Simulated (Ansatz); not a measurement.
**Molecular dynamics, with input and output: WH3Cl3O2F2 (part 2 of 3)**

WH3Cl3O2F2; RKS PBE/def2-SVP (Ansatz 0.2.0). It belongs to a series of runs on one base structure; here: dynamics from the highest image of the converged band.

Geometry of the input (Å):
```
W  -0.3192  0.2049  -0.3482
F  0.3526  0.8386  1.9287
Cl 1.9398  -0.3629  -0.1468
O  0.0515  2.0343  -0.4423
H  0.0949  2.6347  0.3308
Cl -2.4674  -0.3641  -1.2885
F  -0.5460  -1.4023  0.6001
Cl 0.1600  0.0158  -2.6091
O  -1.7039  0.8977  1.0004
H  -2.5453  0.3980  0.9437
H  -0.6690  0.8899  1.9473
```

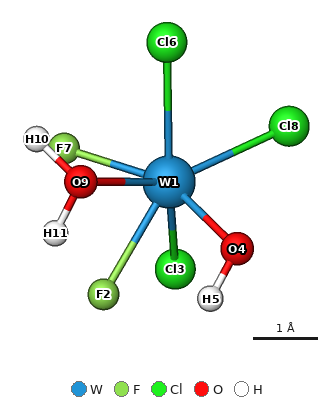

Figure 1. The geometry at step 145 of the log (ball-and-stick view, seen at a tilt; atoms are numbered from 1 in the order of the input).

The program's output, continued
```
md step    90: t =    45.00 fs  T =   240.6 K  F+E_penalty+E_count = -48934.16833372 eV  E_kin = 0.279880 eV  conserved = -48933.88845330 eV  (34 SCF iters)
md step    91: t =    45.50 fs  T =   260.2 K  F+E_penalty+E_count = -48934.19132623 eV  E_kin = 0.302686 eV  conserved = -48933.88864015 eV  (34 SCF iters)
md step    92: t =    46.00 fs  T =   259.7 K  F+E_penalty+E_count = -48934.19024539 eV  E_kin = 0.302102 eV  conserved = -48933.88814346 eV  (34 SCF iters)
md step    93: t =    46.50 fs  T =   244.1 K  F+E_penalty+E_count = -48934.17141003 eV  E_kin = 0.284004 eV  conserved = -48933.88740562 eV  (35 SCF iters)
md step    94: t =    47.00 fs  T =   222.5 K  F+E_penalty+E_count = -48934.14562910 eV  E_kin = 0.258881 eV  conserved = -48933.88674820 eV  (34 SCF iters)
md step    95: t =    47.50 fs  T =   203.5 K  F+E_penalty+E_count = -48934.12309884 eV  E_kin = 0.236788 eV  conserved = -48933.88631051 eV  (35 SCF iters)
md step    96: t =    48.00 fs  T =   193.2 K  F+E_penalty+E_count = -48934.11091600 eV  E_kin = 0.224802 eV  conserved = -48933.88611399 eV  (35 SCF iters)
md step    97: t =    48.50 fs  T =   194.5 K  F+E_penalty+E_count = -48934.11246296 eV  E_kin = 0.226328 eV  conserved = -48933.88613522 eV  (35 SCF iters)
md step    98: t =    49.00 fs  T =   207.4 K  F+E_penalty+E_count = -48934.12759355 eV  E_kin = 0.241237 eV  conserved = -48933.88635678 eV  (34 SCF iters)
md step    99: t =    49.50 fs  T =   228.7 K  F+E_penalty+E_count = -48934.15288712 eV  E_kin = 0.266112 eV  conserved = -48933.88677542 eV  (35 SCF iters)
md step   100: t =    50.00 fs  T =   253.1 K  F+E_penalty+E_count = -48934.18183791 eV  E_kin = 0.294474 eV  conserved = -48933.88736426 eV  (35 SCF iters)
md step   101: t =    50.50 fs  T =   273.0 K  F+E_penalty+E_count = -48934.20554614 eV  E_kin = 0.317553 eV  conserved = -48933.88799271 eV  (34 SCF iters)
md step   102: t =    51.00 fs  T =   280.8 K  F+E_penalty+E_count = -48934.21501532 eV  E_kin = 0.326646 eV  conserved = -48933.88836895 eV  (35 SCF iters)
md step   103: t =    51.50 fs  T =   273.0 K  F+E_penalty+E_count = -48934.20568992 eV  E_kin = 0.317559 eV  conserved = -48933.88813128 eV  (35 SCF iters)
md step   104: t =    52.00 fs  T =   253.9 K  F+E_penalty+E_count = -48934.18254734 eV  E_kin = 0.295360 eV  conserved = -48933.88718733 eV  (35 SCF iters)
md step   105: t =    52.50 fs  T =   236.1 K  F+E_penalty+E_count = -48934.16074946 eV  E_kin = 0.274687 eV  conserved = -48933.88606257 eV  (34 SCF iters)
md step   106: t =    53.00 fs  T =   233.6 K  F+E_penalty+E_count = -48934.15737903 eV  E_kin = 0.271721 eV  conserved = -48933.88565817 eV  (35 SCF iters)
md step   107: t =    53.50 fs  T =   251.0 K  F+E_penalty+E_count = -48934.17836064 eV  E_kin = 0.292005 eV  conserved = -48933.88635534 eV  (36 SCF iters)
md step   108: t =    54.00 fs  T =   279.8 K  F+E_penalty+E_count = -48934.21310542 eV  E_kin = 0.325544 eV  conserved = -48933.88756128 eV  (34 SCF iters)
md step   109: t =    54.50 fs  T =   304.8 K  F+E_penalty+E_count = -48934.24293364 eV  E_kin = 0.354552 eV  conserved = -48933.88838172 eV  (34 SCF iters)
md step   110: t =    55.00 fs  T =   314.4 K  F+E_penalty+E_count = -48934.25422345 eV  E_kin = 0.365793 eV  conserved = -48933.88843005 eV  (34 SCF iters)
md step   111: t =    55.50 fs  T =   306.8 K  F+E_penalty+E_count = -48934.24476393 eV  E_kin = 0.356872 eV  conserved = -48933.88789179 eV  (34 SCF iters)
md step   112: t =    56.00 fs  T =   287.5 K  F+E_penalty+E_count = -48934.22164321 eV  E_kin = 0.334496 eV  conserved = -48933.88714699 eV  (34 SCF iters)
md step   113: t =    56.50 fs  T =   265.8 K  F+E_penalty+E_count = -48934.19572869 eV  E_kin = 0.309238 eV  conserved = -48933.88649053 eV  (34 SCF iters)
md step   114: t =    57.00 fs  T =   250.1 K  F+E_penalty+E_count = -48934.17701430 eV  E_kin = 0.290945 eV  conserved = -48933.88606944 eV  (34 SCF iters)
md step   115: t =    57.50 fs  T =   246.0 K  F+E_penalty+E_count = -48934.17208558 eV  E_kin = 0.286160 eV  conserved = -48933.88592565 eV  (35 SCF iters)
md step   116: t =    58.00 fs  T =   255.5 K  F+E_penalty+E_count = -48934.18325261 eV  E_kin = 0.297203 eV  conserved = -48933.88604916 eV  (34 SCF iters)
md step   117: t =    58.50 fs  T =   277.0 K  F+E_penalty+E_count = -48934.20860390 eV  E_kin = 0.322196 eV  conserved = -48933.88640829 eV  (35 SCF iters)
md step   118: t =    59.00 fs  T =   305.6 K  F+E_penalty+E_count = -48934.24251445 eV  E_kin = 0.355559 eV  conserved = -48933.88695572 eV  (35 SCF iters)
md step   119: t =    59.50 fs  T =   334.3 K  F+E_penalty+E_count = -48934.27650792 eV  E_kin = 0.388898 eV  conserved = -48933.88761035 eV  (35 SCF iters)
md step   120: t =    60.00 fs  T =   354.6 K  F+E_penalty+E_count = -48934.30071520 eV  E_kin = 0.412491 eV  conserved = -48933.88822391 eV  (35 SCF iters)
md step   121: t =    60.50 fs  T =   359.2 K  F+E_penalty+E_count = -48934.30639253 eV  E_kin = 0.417841 eV  conserved = -48933.88855152 eV  (35 SCF iters)
md step   122: t =    61.00 fs  T =   345.1 K  F+E_penalty+E_count = -48934.28978721 eV  E_kin = 0.401490 eV  conserved = -48933.88829685 eV  (34 SCF iters)
md step   123: t =    61.50 fs  T =   317.3 K  F+E_penalty+E_count = -48934.25641910 eV  E_kin = 0.369095 eV  conserved = -48933.88732451 eV  (34 SCF iters)
md step   124: t =    62.00 fs  T =   289.2 K  F+E_penalty+E_count = -48934.22245818 eV  E_kin = 0.336468 eV  conserved = -48933.88599044 eV  (34 SCF iters)
md step   125: t =    62.50 fs  T =   278.1 K  F+E_penalty+E_count = -48934.20872099 eV  E_kin = 0.323560 eV  conserved = -48933.88516108 eV  (35 SCF iters)
md step   126: t =    63.00 fs  T =   294.1 K  F+E_penalty+E_count = -48934.22772775 eV  E_kin = 0.342189 eV  conserved = -48933.88553866 eV  (35 SCF iters)
md step   127: t =    63.50 fs  T =   332.5 K  F+E_penalty+E_count = -48934.27368890 eV  E_kin = 0.386800 eV  conserved = -48933.88688930 eV  (34 SCF iters)
md step   128: t =    64.00 fs  T =   376.2 K  F+E_penalty+E_count = -48934.32592939 eV  E_kin = 0.437674 eV  conserved = -48933.88825522 eV  (37 SCF iters)
md step   129: t =    64.50 fs  T =   407.4 K  F+E_penalty+E_count = -48934.36281448 eV  E_kin = 0.473937 eV  conserved = -48933.88887780 eV  (34 SCF iters)
md step   130: t =    65.00 fs  T =   416.7 K  F+E_penalty+E_count = -48934.37337359 eV  E_kin = 0.484712 eV  conserved = -48933.88866137 eV  (35 SCF iters)
md step   131: t =    65.50 fs  T =   405.4 K  F+E_penalty+E_count = -48934.35950411 eV  E_kin = 0.471567 eV  conserved = -48933.88793751 eV  (34 SCF iters)
md step   132: t =    66.00 fs  T =   382.0 K  F+E_penalty+E_count = -48934.33146418 eV  E_kin = 0.444375 eV  conserved = -48933.88708872 eV  (35 SCF iters)
md step   133: t =    66.50 fs  T =   357.3 K  F+E_penalty+E_count = -48934.30206643 eV  E_kin = 0.415696 eV  conserved = -48933.88637005 eV  (34 SCF iters)
md step   134: t =    67.00 fs  T =   340.9 K  F+E_penalty+E_count = -48934.28249528 eV  E_kin = 0.396588 eV  conserved = -48933.88590749 eV  (34 SCF iters)
md step   135: t =    67.50 fs  T =   339.0 K  F+E_penalty+E_count = -48934.28007550 eV  E_kin = 0.394326 eV  conserved = -48933.88574979 eV  (34 SCF iters)
md step   136: t =    68.00 fs  T =   353.6 K  F+E_penalty+E_count = -48934.29731758 eV  E_kin = 0.411403 eV  conserved = -48933.88591415 eV  (34 SCF iters)
md step   137: t =    68.50 fs  T =   382.7 K  F+E_penalty+E_count = -48934.33158508 eV  E_kin = 0.445181 eV  conserved = -48933.88640387 eV  (34 SCF iters)
md step   138: t =    69.00 fs  T =   419.4 K  F+E_penalty+E_count = -48934.37514662 eV  E_kin = 0.487960 eV  conserved = -48933.88718627 eV  (34 SCF iters)
md step   139: t =    69.50 fs  T =   453.7 K  F+E_penalty+E_count = -48934.41594205 eV  E_kin = 0.527811 eV  conserved = -48933.88813148 eV  (34 SCF iters)
md step   140: t =    70.00 fs  T =   473.6 K  F+E_penalty+E_count = -48934.43994951 eV  E_kin = 0.551014 eV  conserved = -48933.88893547 eV  (34 SCF iters)
md step   141: t =    70.50 fs  T =   470.2 K  F+E_penalty+E_count = -48934.43614709 eV  E_kin = 0.547027 eV  conserved = -48933.88912047 eV  (34 SCF iters)
md step   142: t =    71.00 fs  T =   443.0 K  F+E_penalty+E_count = -48934.40366673 eV  E_kin = 0.515378 eV  conserved = -48933.88828893 eV  (34 SCF iters)
md step   143: t =    71.50 fs  T =   404.4 K  F+E_penalty+E_count = -48934.35703824 eV  E_kin = 0.470398 eV  conserved = -48933.88664031 eV  (35 SCF iters)
md step   144: t =    72.00 fs  T =   375.7 K  F+E_penalty+E_count = -48934.32222362 eV  E_kin = 0.437013 eV  conserved = -48933.88521090 eV  (34 SCF iters)
md step   145: t =    72.50 fs  T =   374.6 K  F+E_penalty+E_count = -48934.32096067 eV  E_kin = 0.435837 eV  conserved = -48933.88512351 eV  (35 SCF iters)
md step   146: t =    73.00 fs  T =   402.5 K  F+E_penalty+E_count = -48934.35461195 eV  E_kin = 0.468192 eV  conserved = -48933.88641963 eV  (35 SCF iters)
md step   147: t =    73.50 fs  T =   443.1 K  F+E_penalty+E_count = -48934.40352702 eV  E_kin = 0.515470 eV  conserved = -48933.88805705 eV  (34 SCF iters)
md step   148: t =    74.00 fs  T =   475.4 K  F+E_penalty+E_count = -48934.44205353 eV  E_kin = 0.553040 eV  conserved = -48933.88901323 eV  (35 SCF iters)
md step   149: t =    74.50 fs  T =   485.7 K  F+E_penalty+E_count = -48934.45403388 eV  E_kin = 0.565037 eV  conserved = -48933.88899683 eV  (34 SCF iters)
md step   150: t =    75.00 fs  T =   472.6 K  F+E_penalty+E_count = -48934.43806699 eV  E_kin = 0.549776 eV  conserved = -48933.88829129 eV  (35 SCF iters)
md step   151: t =    75.50 fs  T =   444.0 K  F+E_penalty+E_count = -48934.40389707 eV  E_kin = 0.516566 eV  conserved = -48933.88733086 eV  (34 SCF iters)
md step   152: t =    76.00 fs  T =   412.1 K  F+E_penalty+E_count = -48934.36591097 eV  E_kin = 0.479456 eV  conserved = -48933.88645499 eV  (34 SCF iters)
md step   153: t =    76.50 fs  T =   388.4 K  F+E_penalty+E_count = -48934.33767938 eV  E_kin = 0.451818 eV  conserved = -48933.88586118 eV  (34 SCF iters)
md step   154: t =    77.00 fs  T =   380.7 K  F+E_penalty+E_count = -48934.32856835 eV  E_kin = 0.442923 eV  conserved = -48933.88564564 eV  (34 SCF iters)
md step   155: t =    77.50 fs  T =   392.1 K  F+E_penalty+E_count = -48934.34199416 eV  E_kin = 0.456144 eV  conserved = -48933.88585016 eV  (33 SCF iters)
md step   156: t =    78.00 fs  T =   419.7 K  F+E_penalty+E_count = -48934.37469421 eV  E_kin = 0.488218 eV  conserved = -48933.88647629 eV  (35 SCF iters)
md step   157: t =    78.50 fs  T =   455.1 K  F+E_penalty+E_count = -48934.41683560 eV  E_kin = 0.529385 eV  conserved = -48933.88745028 eV  (35 SCF iters)
md step   158: t =    79.00 fs  T =   485.6 K  F+E_penalty+E_count = -48934.45350170 eV  E_kin = 0.564961 eV  conserved = -48933.88854024 eV  (35 SCF iters)
md step   159: t =    79.50 fs  T =   498.1 K  F+E_penalty+E_count = -48934.46870166 eV  E_kin = 0.579415 eV  conserved = -48933.88928712 eV  (35 SCF iters)
md step   160: t =    80.00 fs  T =   484.4 K  F+E_penalty+E_count = -48934.45261185 eV  E_kin = 0.563494 eV  conserved = -48933.88911775 eV  (35 SCF iters)
md step   161: t =    80.50 fs  T =   448.8 K  F+E_penalty+E_count = -48934.40987142 eV  E_kin = 0.522066 eV  conserved = -48933.88780521 eV  (35 SCF iters)
md step   162: t =    81.00 fs  T =   409.1 K  F+E_penalty+E_count = -48934.36195978 eV  E_kin = 0.475941 eV  conserved = -48933.88601868 eV  (34 SCF iters)
md step   163: t =    81.50 fs  T =   388.0 K  F+E_penalty+E_count = -48934.33647007 eV  E_kin = 0.451395 eV  conserved = -48933.88507500 eV  (33 SCF iters)
md step   164: t =    82.00 fs  T =   397.2 K  F+E_penalty+E_count = -48934.34780116 eV  E_kin = 0.462111 eV  conserved = -48933.88569011 eV  (35 SCF iters)
md step   165: t =    82.50 fs  T =   429.4 K  F+E_penalty+E_count = -48934.38678575 eV  E_kin = 0.499526 eV  conserved = -48933.88725990 eV  (35 SCF iters)
md step   166: t =    83.00 fs  T =   464.6 K  F+E_penalty+E_count = -48934.42916658 eV  E_kin = 0.540536 eV  conserved = -48933.88863100 eV  (34 SCF iters)
md step   167: t =    83.50 fs  T =   484.4 K  F+E_penalty+E_count = -48934.45265933 eV  E_kin = 0.563532 eV  conserved = -48933.88912764 eV  (35 SCF iters)
md step   168: t =    84.00 fs  T =   480.6 K  F+E_penalty+E_count = -48934.44783703 eV  E_kin = 0.559081 eV  conserved = -48933.88875567 eV  (35 SCF iters)
md step   169: t =    84.50 fs  T =   456.5 K  F+E_penalty+E_count = -48934.41890338 eV  E_kin = 0.531027 eV  conserved = -48933.88787645 eV  (34 SCF iters)
md step   170: t =    85.00 fs  T =   422.6 K  F+E_penalty+E_count = -48934.37857244 eV  E_kin = 0.491683 eV  conserved = -48933.88688918 eV  (34 SCF iters)
md step   171: t =    85.50 fs  T =   391.8 K  F+E_penalty+E_count = -48934.34185776 eV  E_kin = 0.455767 eV  conserved = -48933.88609079 eV  (35 SCF iters)
md step   172: t =    86.00 fs  T =   374.4 K  F+E_penalty+E_count = -48934.32120992 eV  E_kin = 0.435555 eV  conserved = -48933.88565469 eV  (35 SCF iters)
md step   173: t =    86.50 fs  T =   376.4 K  F+E_penalty+E_count = -48934.32349901 eV  E_kin = 0.437828 eV  conserved = -48933.88567061 eV  (35 SCF iters)
md step   174: t =    87.00 fs  T =   397.4 K  F+E_penalty+E_count = -48934.34844917 eV  E_kin = 0.462282 eV  conserved = -48933.88616686 eV  (35 SCF iters)
md step   175: t =    87.50 fs  T =   430.8 K  F+E_penalty+E_count = -48934.38823882 eV  E_kin = 0.501147 eV  conserved = -48933.88709211 eV  (34 SCF iters)
md step   176: t =    88.00 fs  T =   464.5 K  F+E_penalty+E_count = -48934.42857796 eV  E_kin = 0.540334 eV  conserved = -48933.88824384 eV  (36 SCF iters)
md step   177: t =    88.50 fs  T =   484.0 K  F+E_penalty+E_count = -48934.45227381 eV  E_kin = 0.563086 eV  conserved = -48933.88918814 eV  (36 SCF iters)
md step   178: t =    89.00 fs  T =   478.7 K  F+E_penalty+E_count = -48934.44620736 eV  E_kin = 0.556889 eV  conserved = -48933.88931808 eV  (35 SCF iters)
md step   179: t =    89.50 fs  T =   448.8 K  F+E_penalty+E_count = -48934.41033452 eV  E_kin = 0.522083 eV  conserved = -48933.88825129 eV  (35 SCF iters)
md step   180: t =    90.00 fs  T =   409.2 K  F+E_penalty+E_count = -48934.36251370 eV  E_kin = 0.476075 eV  conserved = -48933.88643888 eV  (34 SCF iters)
md step   181: t =    90.50 fs  T =   383.1 K  F+E_penalty+E_count = -48934.33085874 eV  E_kin = 0.445690 eV  conserved = -48933.88516877 eV  (35 SCF iters)
md step   182: t =    91.00 fs  T =   386.2 K  F+E_penalty+E_count = -48934.33467032 eV  E_kin = 0.449243 eV  conserved = -48933.88542772 eV  (33 SCF iters)
md step   183: t =    91.50 fs  T =   415.4 K  F+E_penalty+E_count = -48934.37017573 eV  E_kin = 0.483289 eV  conserved = -48933.88688707 eV  (34 SCF iters)
md step   184: t =    92.00 fs  T =   452.7 K  F+E_penalty+E_count = -48934.41501372 eV  E_kin = 0.526617 eV  conserved = -48933.88839703 eV  (35 SCF iters)
md step   185: t =    92.50 fs  T =   477.9 K  F+E_penalty+E_count = -48934.44502301 eV  E_kin = 0.555909 eV  conserved = -48933.88911427 eV  (35 SCF iters)
md step   186: t =    93.00 fs  T =   480.1 K  F+E_penalty+E_count = -48934.44746432 eV  E_kin = 0.558559 eV  conserved = -48933.88890529 eV  (35 SCF iters)
md step   187: t =    93.50 fs  T =   460.6 K  F+E_penalty+E_count = -48934.42393428 eV  E_kin = 0.535848 eV  conserved = -48933.88808642 eV  (35 SCF iters)
md step   188: t =    94.00 fs  T =   428.9 K  F+E_penalty+E_count = -48934.38606223 eV  E_kin = 0.498988 eV  conserved = -48933.88707444 eV  (34 SCF iters)
md step   189: t =    94.50 fs  T =   397.9 K  F+E_penalty+E_count = -48934.34913456 eV  E_kin = 0.462935 eV  conserved = -48933.88619980 eV  (35 SCF iters)
md step   190: t =    95.00 fs  T =   379.1 K  F+E_penalty+E_count = -48934.32673403 eV  E_kin = 0.441069 eV  conserved = -48933.88566506 eV  (35 SCF iters)
md step   191: t =    95.50 fs  T =   379.7 K  F+E_penalty+E_count = -48934.32727389 eV  E_kin = 0.441699 eV  conserved = -48933.88557445 eV  (34 SCF iters)
md step   192: t =    96.00 fs  T =   400.7 K  F+E_penalty+E_count = -48934.35215663 eV  E_kin = 0.466190 eV  conserved = -48933.88596625 eV  (35 SCF iters)
md step   193: t =    96.50 fs  T =   437.0 K  F+E_penalty+E_count = -48934.39516369 eV  E_kin = 0.508356 eV  conserved = -48933.88680730 eV  (35 SCF iters)
md step   194: t =    97.00 fs  T =   477.3 K  F+E_penalty+E_count = -48934.44319470 eV  E_kin = 0.555260 eV  conserved = -48933.88793489 eV  (35 SCF iters)
md step   195: t =    97.50 fs  T =   507.3 K  F+E_penalty+E_count = -48934.47919097 eV  E_kin = 0.590217 eV  conserved = -48933.88897382 eV  (34 SCF iters)
md step   196: t =    98.00 fs  T =   514.8 K  F+E_penalty+E_count = -48934.48827844 eV  E_kin = 0.598932 eV  conserved = -48933.88934644 eV  (34 SCF iters)
md step   197: t =    98.50 fs  T =   496.8 K  F+E_penalty+E_count = -48934.46652516 eV  E_kin = 0.577952 eV  conserved = -48933.88857291 eV  (34 SCF iters)
md step   198: t =    99.00 fs  T =   464.6 K  F+E_penalty+E_count = -48934.42740730 eV  E_kin = 0.540538 eV  conserved = -48933.88686936 eV  (34 SCF iters)
md step   199: t =    99.50 fs  T =   440.3 K  F+E_penalty+E_count = -48934.39760352 eV  E_kin = 0.512231 eV  conserved = -48933.88537209 eV  (34 SCF iters)
these checks for a lower state are left out or cut short: starts, cluster_reference, orbital_swaps, neighbouring_geometries, increment
1648 factors; their error is unknown
mean field -48934.39993999 eV, -1798.3060288670 hartree, gradient 1.3e-5 eV, S^2 0.000000; 0 other end points of the search recorded, 0 dependent functions left out
the calculation of the forces begins
reference -48934.40001253 eV, -1798.3060315330 hartree; 51, 51 occupied and 106, 106 virtual orbitals, 1648 factors
1648 factors; their error is unknown
mean field evaluation 1664: about -48934.4924 eV, gradient 5.1e-1 eV
mean field -48934.39993999 eV, -1798.3060288670 hartree, gradient 1.3e-5 eV, S^2 0.000000; 1 other end points of the search recorded, 0 dependent functions left out
the calculation of the forces begins
reference -48934.40001253 eV, -1798.3060315330 hartree; 51, 51 occupied and 106, 106 virtual orbitals, 1648 factors
md step   200: t =   100.00 fs  T =   442.4 K  F+E_penalty+E_count = -48934.39993999 eV  E_kin = 0.514694 eV  conserved = -48933.88524630 eV  (35 SCF iters)
```
